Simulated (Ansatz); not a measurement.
The starting structures come from a database of crystals and need not be the phases stable at ambient conditions.

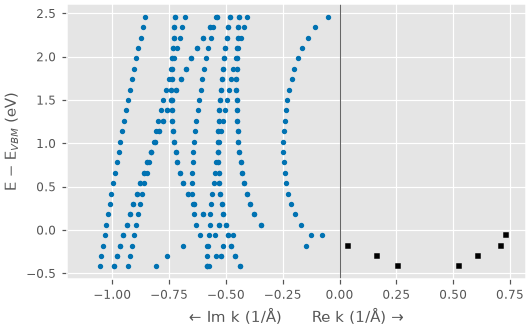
Complex bands at the centre of the two-dimensional zone; r2SCAN (Ansatz, a first-principles code)

No gap correction and no spin-orbit coupling; mid-gap values are interpolated between computed energies.

Question: This is Sr$_{2}$NCl (R-3m, not sure to be the ambient phase, 4 atoms a cell, 23.1 Å³ an atom) along the normal of (101). Read off the slowest decay at the centre of the two-dimensional zone at 1.14 eV, the computed energy nearest the middle of the gap.

Answer: κ ≈ 0.25 1/Å, a decay length 1/(2κ) of the density of 2.0 Å.
